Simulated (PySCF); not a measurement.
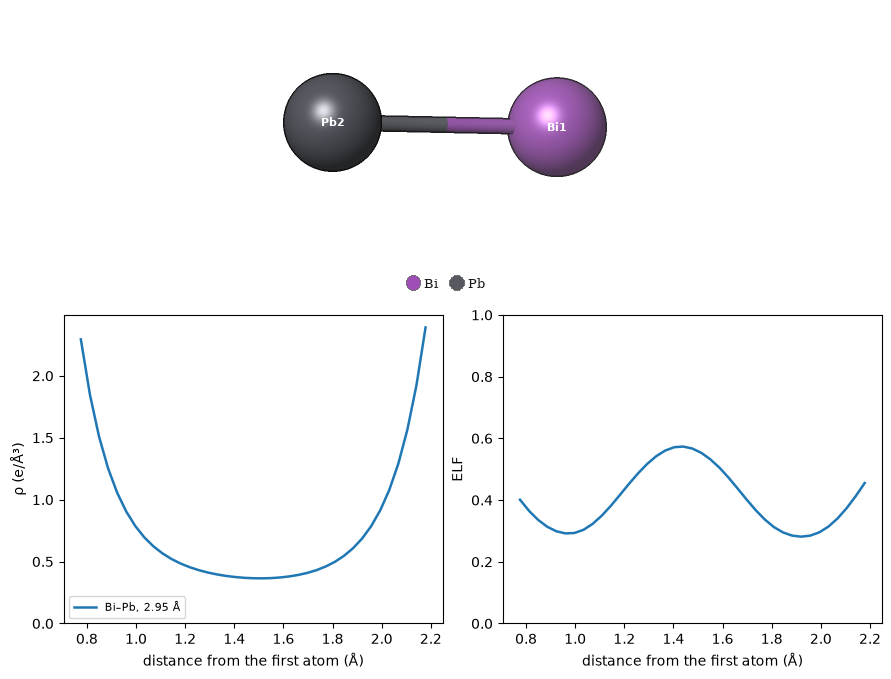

Figure 1: BiPb (charge +1, triplet). Electron density and electron localisation function along straight lines between neighbouring atoms. The curves leave out the atomic cores. The structure is drawn too.

Core potentials replace the inner electrons of Bi and Pb.

The calculation used PBE0/cc-pVDZ(-PP), non-relativistic Hamiltonian with scalar-relativistic core potentials where named, at a bond length of 2.954 Å (PySCF 2.14.0).

Q: What can be read from the curves?

A: Bi–Pb (2.95 Å): ρ at the midpoint is about 0.37 e/Å³; the ELF reaches about 0.55 near the midpoint.
